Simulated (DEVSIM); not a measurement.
System: Schottky contact on n-type β-Ga2O3, at 300 K.

| layer (left to right) | material | thickness (μm) | Nd (cm⁻³) | τn (s) | τp (s) |
|---|---|---|---|---|---|
| 1 | β-Ga2O3 | 0.330 | 5.1e16 | 5.6e-10 | 5.6e-11 |

Left contact: Schottky, work function 5.49 eV, emission velocity 4.4e6 cm/s. Right contact: ohmic. Voltage is applied to the left contact. Recombination: SRH at mid-gap, radiative. Mobility is μmin + (μ − μmin)/(1 + (N/Nref)^α).

The device is made up for the run: typed textbook-type constants, with dimensions and the other settings drawn at random. Values at 300 K.

| parameter | β-Ga2O3 |
|---|---|
| gap (eV) | 4.8 |
| affinity (eV) | 4 |
| permittivity | 10 |
| Nc (cm⁻³) | 3.7e18 |
| Nv (cm⁻³) | 5e20 |
| μn (cm²/Vs) | 160 |
| μp (cm²/Vs) | 1 |
| μn,min | 20 |
| μp,min | 0.1 |
| Nref,n | 1e18 |
| Nref,p | 1e18 |
| αn | 0.8 |
| αp | 0.8 |
| B (cm³/s) | 1e-12 |

Simulated with DEVSIM: 1D drift-diffusion, Boltzmann statistics, complete ionisation; no tunnelling, impact ionisation, image-force lowering or self-heating. Metal contacts follow the ideal Schottky-Mott rule: no Fermi-level pinning, no interface dipoles.

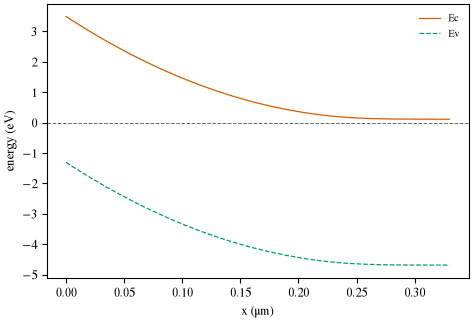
Figure. Band edges at -2.0 V on the left contact

Energies count from the Fermi level of the right contact; mesh points crowd at the junctions.

```tsv
x (μm)	Ec (eV)	Ev (eV)	n (cm⁻³)	p (cm⁻³)	field (V/cm)
0.000	3.490	-1.310	< 1e2	< 1e2	-250000
0.005366	3.358	-1.442	< 1e2	< 1e2	-240000
0.01175	3.204	-1.596	< 1e2	< 1e2	-240000
0.01935	3.026	-1.774	< 1e2	< 1e2	-230000
0.03039	2.777	-2.023	< 1e2	< 1e2	-220000
0.04152	2.537	-2.263	< 1e2	< 1e2	-210000
0.05476	2.266	-2.534	< 1e2	< 1e2	-200000
0.07401	1.901	-2.898	< 1e2	< 1e2	-180000
0.09341	1.569	-3.231	< 1e2	< 1e2	-160000
0.1165	1.218	-3.582	< 1e2	< 1e2	-140000
0.1440	0.865	-3.935	11000	< 1e2	-120000
0.1780	0.524	-4.276	5.9e9	< 1e2	-85000
0.2067	0.319	-4.481	1.6e13	< 1e2	-58000
0.2309	0.206	-4.594	1.3e15	< 1e2	-36000
0.2584	0.139	-4.661	1.7e16	< 1e2	-14000
0.2743	0.123	-4.677	3.2e16	< 1e2	-6700
0.2852	0.117	-4.683	4.0e16	< 1e2	-3700
0.2969	0.114	-4.686	4.5e16	< 1e2	-2000
0.3101	0.112	-4.688	4.8e16	< 1e2	-980
0.3178	0.111	-4.689	5.0e16	< 1e2	-700
0.3243	0.111	-4.689	5.0e16	< 1e2	-580
0.3300	0.111	-4.689	5.1e16	< 1e2	-550
```
